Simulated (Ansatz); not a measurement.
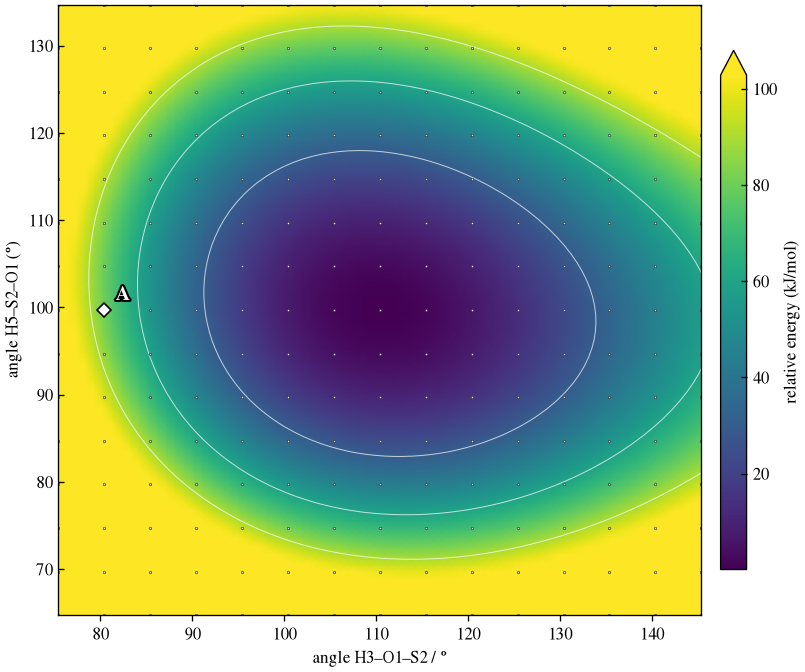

H₃OS, SMILES O[SH2+], charge +1. First axis: angle H3–O1–S2. Second axis: angle H5–S2–O1. Nothing is relaxed (all other coordinates rigid). The grid has 15 × 15 points. Points are written as (first, second). Energies are in kJ/mol, from the lowest grid point. All numbers below come from RKS PBE0-D4/def2-TZVP in Ansatz 0.2.0.

Drawn: a smooth colour map with a few white contour lines, dots at the grid points, one colour for all values above the top of the scale, the point A. Between grid points the surface is interpolated.

> Is A at rest? If not, where is it pushed?

A, at (80.4°, 99.7°), is not a stationary point. The computed force is 6 kJ/mol for each degree towards larger values of angle H3–O1–S2 and 0.65 kJ/mol for each degree towards larger values of angle H5–S2–O1.
